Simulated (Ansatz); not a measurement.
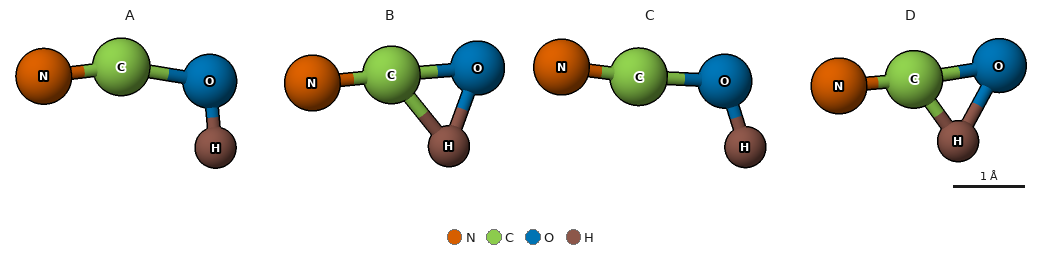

4 geometries from one relaxation of CHNO, in shuffled order. The picture is a ball-and-stick view, seen at a tilt.

The run prepares an end point of a later path (hydrogen shift) calculation, from a guessed geometry.

Method: Ansatz 0.2.0, RKS PBE-D4/def2-TZVP. Set-up: no spin polarisation; force threshold 0.02 eV/Å; at most 50 steps.

Q: Put them in the order of the run, from the start to the converged end.

A: D, B, A, C. They are steps 0, 2, 4, 9, at +267.5 kJ/mol, +175.7 kJ/mol, +22.0 kJ/mol relative to the last. After 9 geometry steps the energy has fallen by 267.5 kJ/mol. Largest force component: 5.1 eV/Å at the start, 0.0083 eV/Å at the end. The largest move after the best rigid fit is that of the H atom, 0.72 Å. By element the largest moves are H 0.72 Å, N 0.37 Å, O 0.31 Å, C 0.23 Å. Among the contacts that change: C–H 1.090 → 1.878 Å, H–O 1.250 → 0.978 Å, C–N 1.136 → 1.168 Å, C–O 1.309 → 1.303 Å. Bonds break: C–H (1.09 → 1.88 Å). Among the angles between lasting bonds that change: C–O–H 50.3° → 110.1°. The run took 6.1 s on 2 threads of Intel(R) Xeon(R) Platinum 8488C (Sapphire Rapids), with other jobs on the host, peak memory 0.14 GiB.
